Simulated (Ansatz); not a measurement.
Hf₂Pd₂Se₂Br₂O₃

The calculation's input:

```
crystal:
  lattice:
    - [5.7606968505, 0.0, 0.0]
    - [-0.5224736216, 5.8471945869, 0.0]
    - [-1.4884474832, -0.8866257761, 6.650367409]
  atoms:
    - { symbol: Hf, position: [0.745401, 0.396018, 0.349886] }
    - { symbol: Hf, position: [0.287626, 0.45322, 0.594008] }
    - { symbol: Pd, position: [0.908538, 0.132943, 0.848488] }
    - { symbol: Pd, position: [0.25249, 0.903228, 0.358739] }
    - { symbol: Se, position: [0.634692, 0.403551, 0.937158] }
    - { symbol: Se, position: [0.625967, 0.781745, 0.530228] }
    - { symbol: Br, position: [0.852726, 0.990888, 0.153548] }
    - { symbol: Br, position: [0.225259, 0.820839, 0.862229] }
    - { symbol: O, position: [0.9604, 0.28925, 0.590256] }
    - { symbol: O, position: [0.43233, 0.245238, 0.408636] }
    - { symbol: O, position: [0.07457, 0.583081, 0.366823] }
basis:
  ecutwfc: 420
kpoints:
  mp_grid: { grid: [6, 6, 6] }
hamiltonian:
  xc: pbe
scf:
  occupations: { method: gaussian, width: 0.01 }
output:
  forces: true
  stress: true
  eigenvalues: true
  write_density: true
  write_potential: true
  elf: true
  volumetric_format: npy
relax:
  adjacent_minimum: "off"
  f_tol: 0.01
  max_steps: 80
  cell: { stress_tol: 0.05 }
```

Launched as:

```sh
ansatz run input.yaml --threads 5 --pin off --max-ram 17920MiB --backend cpu --events-out ev --progress --plain --runs-dir out
```

Below, planes, directions and counts refer to the conventional cell (a = 5.76 Å, b = 5.87 Å, c = 6.87 Å, α = 96.27°, β = 102.51°, γ = 95.11°).

The fields are those of the relaxed geometry.

Space group P1; a generated structure, not necessarily the stable one.

These are results of DFT PBE, scalar-relativistic, plane waves, PAW (Ansatz), not measurements.

The density is the valence pseudo-density of a PAW calculation; it isn't the true density close to the nuclei.

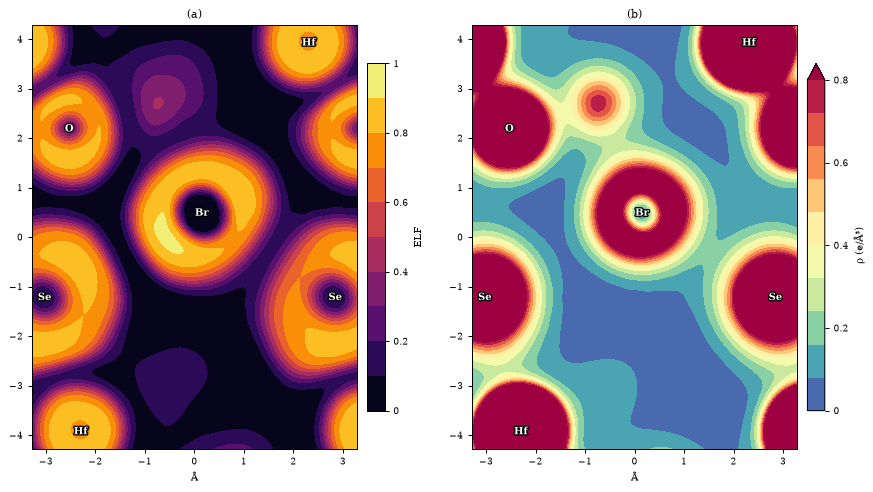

Figure 1. (a) ELF; (b) valence charge density (pseudo) on the (101̄) plane of the conventional cell.

Read the bonding off the picture.

- The section cuts through Hf, Se, Br and O sites.
- Between the atoms the lowest density in this plane is 0.02 e/Å³.
- The features right at Hf lie inside the PAW spheres, where the map follows smoothed inner orbitals and isn't to be read closely.

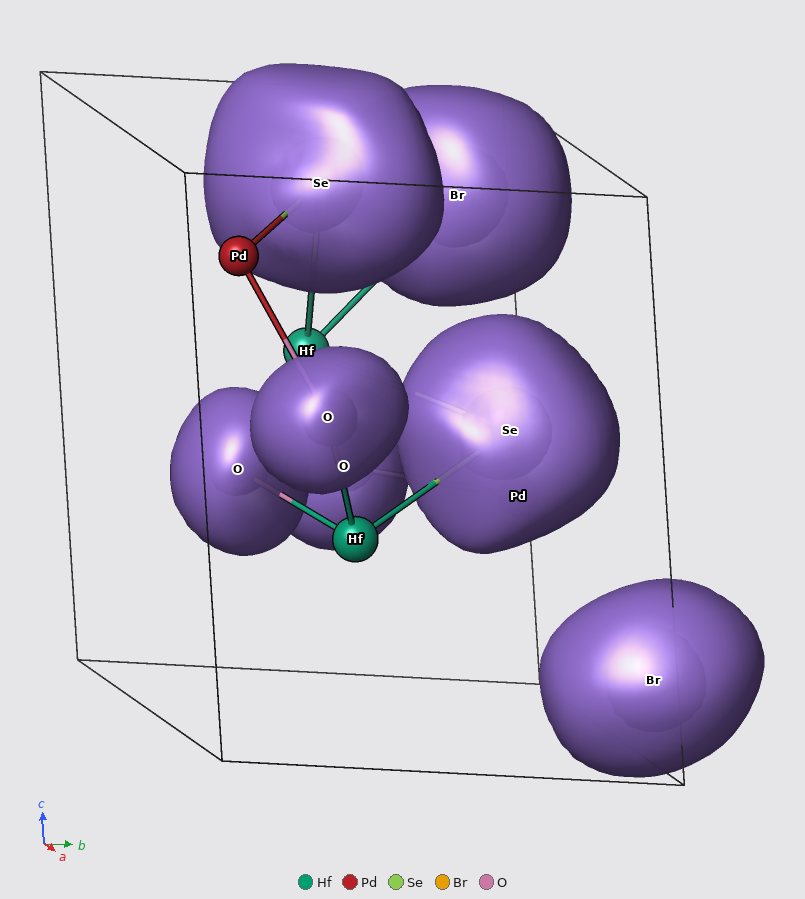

Figure 2. Isosurface of the ELF at 0.65 (purple), seen slightly off an axis. Only the valence region is drawn (cores and ρ < 0.01 e/Å³ removed). Sticks mark near contacts.

Where are the electrons localised?

The ELF exceeds this value in two regions wrapped around Br (the valence shell of each), three regions wrapped around O (the valence shell of each) and two regions wrapped around Se (the valence shell of each), counted in one cell of 11 atoms. Any copies at cell faces, edges or corners count once.


Hf–O (2.03 Å): the ELF peaks at about 0.80 in the valence shell of O, 0.6 Å from its nucleus, and drops to about 0.20 between the two atoms (no localised pair shows between them). Pd–O (2.07 Å): the ELF peaks at about 0.80 in the valence shell of O, 0.6 Å from its nucleus, and is about 0.15 at the midpoint (no shared electron pair shows on this line).
